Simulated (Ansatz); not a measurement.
# doublet [BClF2]+: levels of theory compared

We compute a comparison of 6 runs (UHF/aug-cc-pVDZ, UB3LYP/aug-cc-pVDZ, UBLYP/aug-cc-pVDZ, UPBE/aug-cc-pVDZ, UPBE0/aug-cc-pVDZ, UCCSD/aug-cc-pVDZ) of doublet [BClF2]+. 

The calculation is run with Ansatz 0.2.0.

57 further runs of the same task are left out: 57 set aside as unsound or not needed.

## Step 1: The system as given

The species is [BClF2]+ (4 atoms), meant as a doublet with charge +1. As SMILES of the parent species, `FB(F)Cl`. The coordinates come from a PBE0-D4/def2-TZVP relaxation. That shape belongs to the parent species and isn't relaxed for this state.

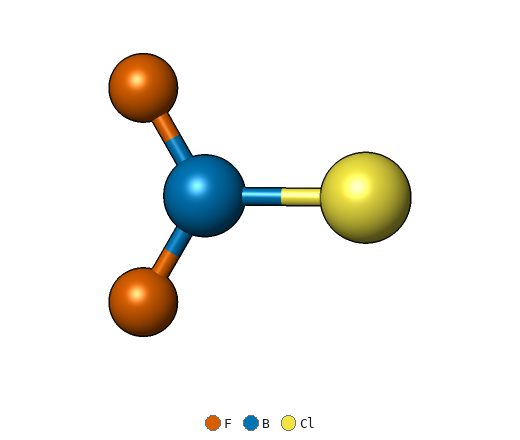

The structure, seen from a chosen angle (fluorine orange, boron blue, chlorine yellow).

## Step 2: The energy at UHF/aug-cc-pVDZ (run 1)

job.yaml

```yaml
basis:
  gaussian:
    orbitals: aug-cc-pVDZ
crystal:
  periodic: [false, false, false]
  atoms:
    - symbol: F
      position_ang: [-0.173700, -1.254300, -0.546300]
    - symbol: B
      position_ang: [-0.067100, -0.041300, -0.062000]
    - symbol: F
      position_ang: [-1.011600, 0.830100, -0.317700]
    - symbol: Cl
      position_ang: [1.307900, 0.405300, 0.905700]
total_charge: 1
magnetization:
  spin_polarized: true
  initial_magnetization: 1
hamiltonian:
  xc: hf
accuracy: high
output:
  orbitals: {seedname: orbitals}
```

On the command line:

```sh
ansatz run job.yaml --threads 1 --pin off --max-ram 3480MiB --events-out events.jsonl --progress --plain --runs-dir runs
```

What it wrote:

```text
Warning: RAYON_NUM_THREADS=1 ignored (pool sized by the plan → 1); use --threads N
Functional definition: HF
  name "HF"
  exchange = exact_x
  correlation = 0
1878 factors; integrals over basis functions are off by at most 2.9e-9 eV
mean field evaluation 1: about -18574.3302 eV, gradient 4.1e1 eV
mean field evaluation 2: about -18574.3921 eV, gradient 4.1e1 eV
mean field evaluation 4: about -18580.3551 eV, gradient 2.3e0 eV
mean field evaluation 8: about -18580.4111 eV, gradient 2.5e-1 eV
mean field evaluation 16: about -18580.4122 eV, gradient 6.7e-9 eV
mean field evaluation 32: about -18580.0777 eV, gradient 5.6e-1 eV
mean field evaluation 64: about -18580.0314 eV, gradient 2.2e0 eV
mean field -18580.41220486 eV, -682.8175542727 hartree, gradient 9.9e-9 eV, S^2 0.758504; 2 other end points of the search recorded, 0 dependent functions left out
reference -18580.41220486 eV, -682.8175542727 hartree; 20, 19 occupied and 76, 77 virtual orbitals, 1878 factors
Total energy: -18580.41220486 eV, -682.8175542727 hartree
```

It took 7.5 s on 1 thread of Arm Neoverse V1, shared host; peak memory 0.37 GiB.

## Step 3: A single-point energy at UB3LYP/aug-cc-pVDZ (run 2)

in.yaml

```yaml
crystal:
  periodic: [false, false, false]
  atoms:
    - symbol: F
      position_ang: [-0.173700, -1.254300, -0.546300]
    - symbol: B
      position_ang: [-0.067100, -0.041300, -0.062000]
    - symbol: F
      position_ang: [-1.011600, 0.830100, -0.317700]
    - symbol: Cl
      position_ang: [1.307900, 0.405300, 0.905700]
basis:
  gaussian:
    orbitals: aug-cc-pVDZ
total_charge: 1
magnetization:
  spin_polarized: true
  initial_magnetization: 1
hamiltonian:
  xc: {name: B3LYP}
accuracy: high
output:
  orbitals: {seedname: orbitals}
```

On the command line:

```sh
ansatz run in.yaml --threads 1 --pin off --max-ram 3480MiB --events-out events.jsonl --progress --plain --runs-dir runs
```

What it wrote:

```text
Warning: RAYON_NUM_THREADS=1 ignored (pool sized by the plan → 1); use --threads N
Functional definition: B3LYP
  name "B3LYP"
  parameter a0 = 0.2
  parameter ax = 0.72
  parameter ac = 0.81
  exchange = (1 - a0 - ax)*slater_x + ax*b88_x + a0*exact_x
  correlation = (1 - ac)*vwn_rpa_c + ac*lyp_c
1878 factors; integrals over basis functions are off by at most 2.9e-9 eV
mean field evaluation 1: about -18614.4211 eV, gradient 5.7e1 eV
mean field evaluation 2: about -18564.7461 eV, gradient 1.3e2 eV
mean field evaluation 4: about -18625.2113 eV, gradient 4.0e0 eV
mean field evaluation 8: about -18625.3783 eV, gradient 3.3e-1 eV
mean field evaluation 16: about -18625.3789 eV, gradient 2.1e-4 eV
mean field evaluation 32: about -18625.3789 eV, gradient 5.0e-8 eV
mean field -18625.37886088 eV, -684.4700484022 hartree, gradient 5.0e-8 eV, S^2 0.752868; 2 other end points of the search recorded, 0 dependent functions left out
reference -18625.37890523 eV, -684.4700500318 hartree; 20, 19 occupied and 76, 77 virtual orbitals, 1878 factors
Total energy: -18625.37890523 eV, -684.4700500318 hartree
```

Wall time 17 s (1 thread of Arm Neoverse V1, shared host); peak memory 0.4 GiB.

Run 3 isn't shown in full; the table further down has it.

## Step 4: A single-point energy at UPBE/aug-cc-pVDZ (run 4)

in.yaml, as its differences from that of step 3:

```diff
@@ -1 +1,4 @@
+basis:
+  gaussian:
+    orbitals: aug-cc-pVDZ
 crystal:
@@ -11,5 +14,4 @@
       position_ang: [1.307900, 0.405300, 0.905700]
-basis:
-  gaussian:
-    orbitals: aug-cc-pVDZ
+accuracy: high
+output: {orbitals: {seedname: orbitals}}
 total_charge: 1
@@ -19,5 +21,2 @@
 hamiltonian:
-  xc: {name: B3LYP}
-accuracy: high
-output:
-  orbitals: {seedname: orbitals}
+  xc: {name: PBE}
```

On the command line:

```sh
ansatz run in.yaml --threads 1 --pin off --max-ram 3480MiB --events-out events.jsonl --progress --plain --runs-dir runs
```

What it wrote:

```text
Warning: RAYON_NUM_THREADS=1 ignored (pool sized by the plan → 1); use --threads N
Functional definition: PBE
  name "PBE"
  parameter kappa = 0.804
  parameter beta = 0.06672455060314922
  exchange = pbe_x(kappa = kappa, mu = beta*pi^2/3)
  correlation = pbe_c(beta = beta)
1878 factors; integrals over basis functions are off by at most 2.9e-9 eV
mean field evaluation 1: about -18600.5168 eV, gradient 6.2e1 eV
mean field evaluation 2: about -18495.5235 eV, gradient 1.8e2 eV
mean field evaluation 4: about -18611.9452 eV, gradient 2.1e1 eV
mean field evaluation 8: about -18613.9521 eV, gradient 4.8e-1 eV
mean field evaluation 16: about -18613.9515 eV, gradient 3.8e-5 eV
mean field evaluation 32: about -18613.5798 eV, gradient 4.6e0 eV
mean field -18613.95151463 eV, -684.0501011732 hartree, gradient 1.8e-8 eV, S^2 0.751851; 6 other end points of the search recorded, 0 dependent functions left out
reference -18613.95152186 eV, -684.0501014387 hartree; 20, 19 occupied and 76, 77 virtual orbitals, 1878 factors
Total energy: -18613.95152186 eV, -684.0501014387 hartree
```

Wall time 15 s (1 thread of Arm Neoverse V1, shared host); peak memory 0.31 GiB.

Run 5 isn't shown in full; the table further down has it.

## Step 5: A single-point energy at UCCSD/aug-cc-pVDZ (run 6)

in.yaml

```yaml
crystal:
  periodic: [false, false, false]
  atoms:
    - {symbol: F, position_ang: [-0.173700, -1.254300, -0.546300]}
    - {symbol: B, position_ang: [-0.067100, -0.041300, -0.062000]}
    - {symbol: F, position_ang: [-1.011600, 0.830100, -0.317700]}
    - {symbol: Cl, position_ang: [1.307900, 0.405300, 0.905700]}
basis:
  gaussian: {orbitals: aug-cc-pVDZ}
total_charge: 1
magnetization: {spin_polarized: true, initial_magnetization: 1}
correlation: {method: ccsd, frozen_orbitals: {B: 1, Cl: 5, F: 1}}
accuracy: high
scf: {omitted_lower_state_checks: [cluster_reference, increment]}
```

On the command line:

```sh
ansatz run in.yaml --threads 1 --pin off --max-ram 3480MiB --events-out events.jsonl --progress --plain --runs-dir runs
```

What it wrote, cut to the lines that bear on the results:

```text
Warning: RAYON_NUM_THREADS=1 ignored (pool sized by the plan → 1); use --threads N
Functional definition: HF
  name "HF"
[...]
1878 factors; integrals over basis functions are off by at most 2.9e-9 eV
[...]
mean field -18580.41220486 eV, -682.8175542727 hartree, gradient 9.9e-9 eV, S^2 0.758504; 4 other end points of the search recorded, 0 dependent functions left out
8 core orbitals not correlated: weight in the atoms' cores, before any rotation towards them, 1.000 or more for the frozen orbitals, at most 0.000 for the correlated occupied ones
reference -18580.41220486 eV, -682.8175542727 hartree; 12, 11 occupied and 76, 77 virtual orbitals, 1878 factors
second order -16.16989157 eV of doubles, -0.00000000 eV of singles
cycle   1  -16.25064949 eV  change   -8.1e-2 eV  update   1.1e-1
[...]
cycle  26  -16.73880841 eV  change   -1.2e-9 eV  update   2.1e-9
Total energy: -18597.15101327 eV, -683.4326941359 hartree
Checks for a lower state left out: cluster_reference, increment
```

It took 68 s on 1 thread of Arm Neoverse V1, shared host; peak memory 1.2 GiB.

## Step 6: All runs side by side

```tsv
run	level	frozen core orbitals	energy (Eh)	HOMO energy (eV)	LUMO energy (eV)	⟨S²⟩	wall time
1	UHF/aug-cc-pVDZ	–	-682.817554	-23.12	-10.59	0.759	7.5 s
2	UB3LYP/aug-cc-pVDZ	–	-684.470050	-18.67	-15.99	0.753	17 s
3	UBLYP/aug-cc-pVDZ	–	-684.441549	-16.89	-16.35	0.752	16 s
4	UPBE/aug-cc-pVDZ	–	-684.050101	-17.03	-16.45	0.752	15 s
5	UPBE0/aug-cc-pVDZ	–	-684.079980	-19.04	-15.67	0.753	19 s
6	UCCSD/aug-cc-pVDZ	8	-683.432694	–	–	0.759	68 s
```

## Step 7: What came out

```
                                          quantity          value
                               run 6: total energy  -683.43269 Eh
run 6: correlation energy (8 core orbitals frozen)     -615.1 mEh
          run 6: ⟨S²⟩ of the reference determinant          0.759
                              run 6: T1 diagnostic          0.019
```

**Reading.** Totals of different functionals can't be ranked against each other. All runs together took 2.4 min, the longest 68 s.
